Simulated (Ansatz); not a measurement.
**Run report: GeBH4Br, nudged elastic band**

System: GeBH4Br.
Method: RKS B3LYP/def2-SVP (Ansatz 0.2.0).

One setting was made poor on purpose. It belongs to a series of runs on one base structure; here: band between the two ends. Figures and captions count atoms from 1; the log counts them from 0 in places.

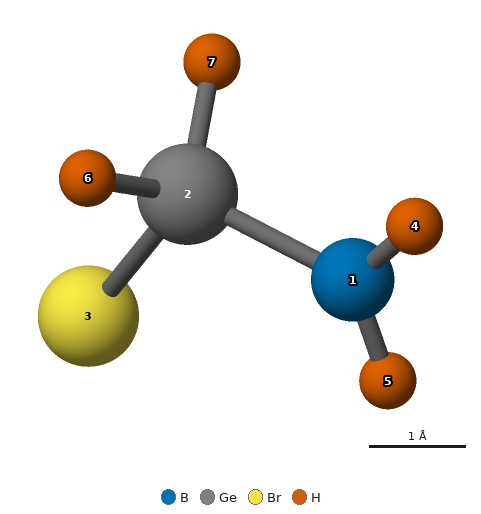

**Figure 1.** The starting structure (ball-and-stick view, seen at a tilt; atoms are numbered from 1 in the order of the input). Sticks mark near contacts.

### Input
```yaml
crystal:
  periodic: [false, false, false]
  atoms:
    - { symbol: B, position_ang: [-1.071116, -0.120156, -0.73162] }
    - { symbol: Ge, position_ang: [0.618215, -0.113518, 0.460385] }
    - { symbol: Br, position_ang: [1.666284, 1.989811, 0.460238] }
    - { symbol: H, position_ang: [-1.696612, -1.144987, -0.841999] }
    - { symbol: H, position_ang: [-1.439306, 0.866823, -1.30963] }
    - { symbol: H, position_ang: [0.296466, -0.427489, 1.938258] }
    - { symbol: H, position_ang: [1.68717, -1.118584, -0.021333] }
basis:
  gaussian: { orbitals: def2-SVP }
hamiltonian:
  xc: b3lyp
neb:
  order_check: false
  images: 7
  f_tol: 0.5
  max_iterations: 60
  final_atoms:
    - { symbol: B, position_ang: [-1.00184088, -0.18451142, -0.47322611] }
    - { symbol: Ge, position_ang: [0.56450722, 0.05696926, 0.75523557] }
    - { symbol: Br, position_ang: [1.92813228, 1.94827463, 0.76980184] }
    - { symbol: H, position_ang: [-1.5439182, -1.23939919, -0.25376463] }
    - { symbol: H, position_ang: [-1.57068285, 0.8102999, -0.83228405] }
    - { symbol: H, position_ang: [0.10568186, -0.38439777, -1.10936647] }
    - { symbol: H, position_ang: [1.57922158, -1.07533542, 1.09790285] }
  initial_path:
    images:
      - { positions_ang: [[-1.071116, -0.120156, -0.73162], [0.618215, -0.113518, 0.460385], [1.666284, 1.989811, 0.460238], [-1.696612, -1.144987, -0.841999], [-1.439306, 0.866823, -1.30963], [0.296466, -0.427489, 1.938258], [1.68717, -1.118584, -0.021333]] }
      - { positions_ang: [[-1.02791008, -0.12881378, -0.65156609], [0.66325342, -0.09456777, 0.49014266], [1.67877486, 2.01127758, 0.42261623], [-1.65137104, -1.13173025, -0.73782503], [-1.41203385, 0.85713685, -1.24002714], [0.09663737, -0.4659454, 1.68290043], [1.71375032, -1.11545724, -0.01194206]] }
      - { positions_ang: [[-0.98470416, -0.13747155, -0.57151218], [0.70829183, -0.07561753, 0.51990032], [1.69126572, 2.03274416, 0.38499446], [-1.60613007, -1.11847351, -0.63365106], [-1.3847617, 0.8474507, -1.17042428], [-0.10319126, -0.5044018, 1.42754285], [1.74033063, -1.11233047, -0.00255111]] }
      - { positions_ang: [[-0.94149824, -0.14612933, -0.49145827], [0.75333025, -0.0566673, 0.54965798], [1.70375658, 2.05421074, 0.34737269], [-1.56088911, -1.10521676, -0.52947708], [-1.35748955, 0.83776456, -1.10082142], [-0.30301989, -0.5428582, 1.17218528], [1.76691095, -1.10920371, 0.00683983]] }
      - { positions_ang: [[-0.89829232, -0.1547871, -0.41140437], [0.79836867, -0.03771706, 0.57941564], [1.71624743, 2.07567732, 0.30975092], [-1.51564814, -1.09196001, -0.42530311], [-1.33021739, 0.82807841, -1.03121857], [-0.50284851, -0.5813146, 0.9168277], [1.79349127, -1.10607694, 0.01623077]] }
      - { positions_ang: [[-0.92417946, -0.16221818, -0.4268598], [0.73990331, -0.01404548, 0.62337063], [1.76921865, 2.04382665, 0.42476365], [-1.52271566, -1.12881981, -0.38241849], [-1.39033376, 0.82363378, -0.98148494], [-0.35071592, -0.5320854, 0.41027916], [1.73992385, -1.09839156, 0.28664879]] }
      - { positions_ang: [[-0.9500666, -0.16964926, -0.44231524], [0.68143794, 0.0096261, 0.66732561], [1.82218986, 2.01197597, 0.53977638], [-1.52978317, -1.1656796, -0.33953387], [-1.45045012, 0.81918916, -0.93175131], [-0.19858333, -0.48285619, -0.09626938], [1.68635642, -1.09070618, 0.55706681]] }
      - { positions_ang: [[-0.97595374, -0.17708034, -0.45777067], [0.62297258, 0.03329768, 0.71128059], [1.87516107, 1.9801253, 0.65478911], [-1.53685069, -1.20253939, -0.29664925], [-1.51056649, 0.81474453, -0.88201768], [-0.04645073, -0.43362698, -0.60281792], [1.632789, -1.0830208, 0.82748483]] }
      - { positions_ang: [[-1.00184088, -0.18451142, -0.47322611], [0.56450722, 0.05696926, 0.75523557], [1.92813228, 1.94827463, 0.76980184], [-1.5439182, -1.23939919, -0.25376463], [-1.57068285, 0.8102999, -0.83228405], [0.10568186, -0.38439777, -1.10936647], [1.57922158, -1.07533542, 1.09790285]] }
```

Run on 2 threads of Arm Neoverse V2, 24 GiB of memory available, shared host.

Launch command:
```bash
ansatz run input.yaml --threads 2 --pin off --max-ram 3072MiB --backend cpu --events-out ev --progress --plain --runs-dir out
```

### What the program printed
```
Engine: ansatz 0.2.0, aarch64-unknown-linux-gnu
Functional definition: B3LYP
  parameter a0 = 0.2
  parameter ax = 0.72
  parameter ac = 0.81
  exchange = (1 - a0 - ax)*slater_x + ax*b88_x + a0*exact_x
  correlation = (1 - ac)*vwn_rpa_c + ac*lyp_c
1048 factors; integrals over basis functions are off by at most 3.3e-4 eV
mean field evaluation 1: about -127291.1068 eV, gradient 2.1e1 eV
mean field evaluation 2: about -127291.3754 eV, gradient 2.0e1 eV
mean field evaluation 4: about -127292.0183 eV, gradient 6.6e-1 eV
mean field evaluation 8: about -127292.0255 eV, gradient 9.9e-3 eV
mean field -127292.02550155 eV, -4677.8956555480 hartree, gradient 1.0e-5 eV, S^2 0.000000; 0 other end points of the search recorded, 0 dependent functions left out
the calculation of the forces begins
reference -127292.02575841 eV, -4677.8956649877 hartree; 38, 38 occupied and 60, 60 virtual orbitals, 1048 factors
1048 factors; integrals over basis functions are off by at most 8.1e-4 eV
mean field evaluation 16: about -127281.1795 eV, gradient 5.5e1 eV
mean field -127292.16133449 eV, -4677.9006473167 hartree, gradient 4.1e-5 eV, S^2 0.000000; 0 other end points of the search recorded, 0 dependent functions left out
[... from here on the field's lines of each further geometry are left out, up to the last ...]
NEB iter   1: max|band force component| = 1.504e1 eV/Å  barrier→ = 5.7818 eV  barrier← = 5.9176 eV  Δτ_max = 0.1978 Å  (225 SCF iters)
NEB iter   2: max|band force component| = 5.019e0 eV/Å  barrier→ = 3.4395 eV  barrier← = 3.5753 eV  Δτ_max = 0.2000 Å  (211 SCF iters)
NEB iter   3: max|band force component| = 2.593e0 eV/Å  barrier→ = 2.4066 eV  barrier← = 2.5424 eV  Δτ_max = 0.2000 Å  (206 SCF iters)
NEB iter   4: max|band force component| = 1.517e0 eV/Å  barrier→ = 2.4683 eV  barrier← = 2.6041 eV  Δτ_max = 0.2000 Å  (200 SCF iters)
NEB iter   5: max|band force component| = 9.446e-1 eV/Å  barrier→ = 2.3907 eV  barrier← = 2.5266 eV  Δτ_max = 0.2000 Å  (203 SCF iters)
NEB iter   6: max|band force component| = 4.233e0 eV/Å  barrier→ = 1.9436 eV  barrier← = 2.0794 eV  Δτ_max = 0.0995 Å  (208 SCF iters)
NEB iter   7: max|band force component| = 1.021e0 eV/Å  barrier→ = 1.9437 eV  barrier← = 2.0795 eV  Δτ_max = 0.1940 Å  (194 SCF iters)
NEB iter   8: max|band force component| = 1.028e0 eV/Å  barrier→ = 2.1477 eV  barrier← = 2.2836 eV  Δτ_max = 0.1008 Å  (199 SCF iters)
NEB iter   9: max|band force component| = 6.560e-1 eV/Å  barrier→ = 2.3642 eV  barrier← = 2.5001 eV  CI = image 4  Δτ_max = 0.2000 Å  (196 SCF iters)
the calculation of the forces begins
reference -127291.89928545 eV, -4677.8910171920 hartree; 38, 38 occupied and 60, 60 virtual orbitals, 1048 factors
1048 factors; integrals over basis functions are off by at most 1.0e-3 eV
mean field evaluation 672: about -127289.7356 eV, gradient 5.3e-2 eV
mean field -127289.73565284 eV, -4677.8115051603 hartree, gradient 7.6e-6 eV, S^2 0.000000; 1 other end points of the search recorded, 0 dependent functions left out
the calculation of the forces begins
reference -127289.73589643 eV, -4677.8115141118 hartree; 38, 38 occupied and 60, 60 virtual orbitals, 1048 factors
NEB iter  10: max|band force component| = 4.275e-1 eV/Å  barrier→ = 2.2898 eV  barrier← = 2.4257 eV  CI = image 4  Δτ_max = 0.0000 Å  (384 SCF iters)
```

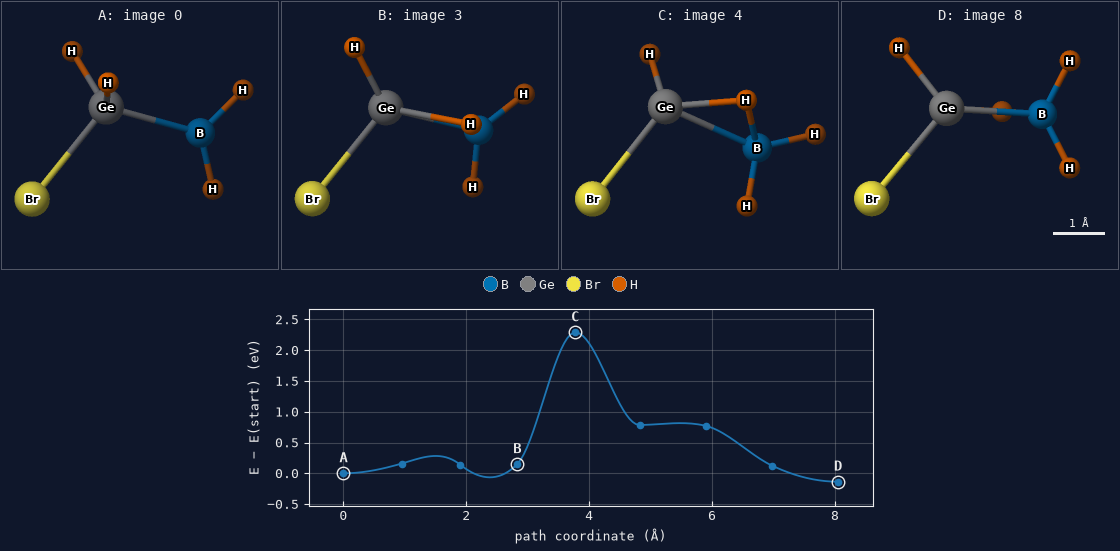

**Figure 2.** Images of the last band (counted from 0; ball-and-stick, seen on its broad side) above the energy along the path; the line is a cubic interpolation that uses the forces. The highest image is number 4, 2.290 eV above the start and 2.426 eV above the end (the climbing image); the end lies 0.136 eV below the start. The path is 8.05 Å long. The band converged in 10 iterations.

```
Total energy: -127289.73589643 eV, -4677.8115141118 hartree
Atom 0 at    -0.844750    -0.287050    -0.489914 Å, force    -0.248669     0.256403     0.199121 eV/Å
Atom 1 at     0.920790     0.017441     0.716422 Å, force     0.005216    -0.383154     0.025773 eV/Å
Atom 2 at     1.607684     2.159784     0.082968 Å, force    -0.105463     0.016722     0.021340 eV/Å
Atom 3 at    -1.752227    -1.062828    -0.687037 Å, force     0.284368    -0.169034    -0.032084 eV/Å
Atom 4 at    -1.127143     0.875098    -0.655906 Å, force     0.030784    -0.011611    -0.140068 eV/Å
Atom 5 at    -0.550745    -0.674040     0.846549 Å, force     0.145282     0.296573    -0.016311 eV/Å
Atom 6 at     1.807492    -1.096504     0.141217 Å, force    -0.111519    -0.005900    -0.057772 eV/Å
Dipole moment:    -0.066530    -0.266205     0.057095 e Å
this run last wrote the band of iteration 10 to [file]
```

### The last band as extended XYZ (Å, eV, eV/Å)
```
7
Properties=species:S:1:pos:R:3:forces:R:3 image=0 energy=-127292.02550
B    -1.0711   -0.1202   -0.7316    0.0011   0.0034  -0.0006
Ge    0.6182   -0.1135    0.4604   -0.0181  -0.0024  -0.0118
Br    1.6663    1.9898    0.4602    0.0096   0.0171   0.0021
H    -1.6966   -1.1450   -0.8420    0.0056  -0.0018   0.0059
H    -1.4393    0.8668   -1.3096   -0.0069   0.0031  -0.0059
H     0.2965   -0.4275    1.9383   -0.0056  -0.0040   0.0175
H     1.6872   -1.1186   -0.0213    0.0144  -0.0154  -0.0073
7
Properties=species:S:1:pos:R:3:forces:R:3 image=1 energy=-127291.86592
B    -1.0377   -0.1206   -0.7630   -0.1251  -0.0733   0.2031
Ge    0.7039   -0.0411    0.2712    0.0043  -0.0905   0.1706
Br    1.9553    1.9242    0.4373   -0.0288   0.0739  -0.0541
H    -1.4236   -1.2493   -0.9419   -0.0748   0.0498  -0.1882
H    -1.7852    0.8147   -0.8316    0.0229   0.0586  -0.2313
H    -0.0677   -0.2046    1.6225    0.1484  -0.0156   0.1521
H     1.7162   -1.1915    0.1598    0.0532  -0.0027  -0.0522
7
Properties=species:S:1:pos:R:3:forces:R:3 image=2 energy=-127291.88740
B    -1.0289   -0.1556   -0.4389   -0.0678  -0.0360   0.3089
Ge    0.8769    0.0055   -0.0722    0.3311  -0.0006  -0.4458
Br    2.0203    1.9417    0.4959    0.0396   0.0437   0.0938
H    -1.3228   -1.2992   -0.6957    0.0658   0.0177   0.2506
H    -1.7560    0.7699   -0.6920    0.1658   0.0313   0.3069
H    -0.4901   -0.1415    1.0283   -0.6173  -0.0768  -0.6898
H     1.7617   -1.1889    0.3290    0.0828   0.0207   0.1754
7
Properties=species:S:1:pos:R:3:forces:R:3 image=3 energy=-127291.87745
B    -0.9829   -0.2371   -0.3543   -0.0165   0.0719   0.2287
Ge    0.9436   -0.0892   -0.0070   -0.1456  -0.1931  -1.2541
Br    1.7088    2.0948    0.2065    0.1710  -0.1297   0.3114
H    -1.6312   -1.1706   -0.7423    0.2695  -0.1815  -0.0924
H    -1.2897    0.9049   -0.5573   -0.3292   0.0723   0.1682
H    -0.6831   -0.4800    0.9161   -0.2019   0.3226   0.1366
H     1.9955   -1.0909    0.4926    0.2529   0.0375   0.5015
7
Properties=species:S:1:pos:R:3:forces:R:3 image=4 energy=-127289.73565
B    -0.8448   -0.2871   -0.4899   -0.2487   0.2564   0.1991
Ge    0.9208    0.0174    0.7164    0.0052  -0.3832   0.0258
Br    1.6077    2.1598    0.0830   -0.1055   0.0167   0.0213
H    -1.7522   -1.0628   -0.6870    0.2844  -0.1690  -0.0321
H    -1.1271    0.8751   -0.6559    0.0308  -0.0116  -0.1401
H    -0.5507   -0.6740    0.8465    0.1453   0.2966  -0.0163
H     1.8075   -1.0965    0.1412   -0.1115  -0.0059  -0.0578
7
Properties=species:S:1:pos:R:3:forces:R:3 image=5 energy=-127291.24101
B    -1.2154   -0.3622   -0.4463   -0.3791  -0.1397  -0.3318
Ge    1.2971    0.0851    1.3515    0.1431  -0.0498   0.0743
Br    1.8419    2.1096    0.2393   -0.0193   0.2366  -0.0105
H    -1.9802   -1.1630   -0.9425    0.2208   0.0707   0.1801
H    -1.1370    0.7481   -0.8880    0.1080   0.0447   0.0727
H    -0.5807   -0.7106    0.5292   -0.0328   0.0266   0.0151
H     1.8354   -0.7750    0.1111   -0.0407  -0.1891   0.0001
7
Properties=species:S:1:pos:R:3:forces:R:3 image=6 energy=-127291.25462
B    -1.1326   -0.3959   -0.4818   -0.1149   0.2183  -0.4192
Ge    0.8681    0.1089    1.2128    0.1345   0.2179  -0.0208
Br    1.7252    2.2149    0.4398   -0.0833  -0.0977   0.0511
H    -2.1788   -0.9243   -0.7566    0.0425  -0.0861   0.3117
H    -0.9724    0.7620   -0.7405    0.0236   0.1005   0.0940
H    -0.2077   -1.0829   -0.1311    0.0899  -0.3021  -0.1575
H     1.9594   -0.7509    0.4118   -0.0922  -0.0509   0.1406
7
Properties=species:S:1:pos:R:3:forces:R:3 image=7 energy=-127291.89904
B    -1.0088   -0.2623   -0.4106   -0.0677  -0.0069  -0.0096
Ge    0.6058   -0.0096    0.8516   -0.0411   0.0426  -0.0785
Br    1.6313    2.0980    0.6900   -0.0038  -0.0316   0.0166
H    -1.9577   -1.0017   -0.3890    0.1098  -0.0349   0.2954
H    -1.1169    0.8826   -0.7597   -0.0839   0.0578  -0.0674
H     0.0231   -0.8729   -0.7962    0.1289   0.0980  -0.3677
H     1.8845   -0.9020    0.7682   -0.0422  -0.1250   0.2114
7
Properties=species:S:1:pos:R:3:forces:R:3 image=8 energy=-127292.16133
B    -1.0018   -0.1845   -0.4732   -0.0047  -0.0038  -0.0045
Ge    0.5645    0.0570    0.7552    0.0061   0.0019   0.0076
Br    1.9281    1.9483    0.7698    0.0008   0.0002  -0.0014
H    -1.5439   -1.2394   -0.2538   -0.0020   0.0009  -0.0019
H    -1.5707    0.8103   -0.8323   -0.0012  -0.0002   0.0005
H     0.1057   -0.3844   -1.1094    0.0018   0.0010   0.0010
H     1.5792   -1.0753    1.0979   -0.0009   0.0000  -0.0014
```

### Key numbers

- outcome: converged
- barrier, forward: 2.290 eV
- barrier, backward: 2.426 eV
- wall time: 2.6 min (CPU time 4.8 min)
- peak memory: 0.23 GiB

### Remarks

A deliberately poor setting: loose force. The order of the saddle point was not checked.
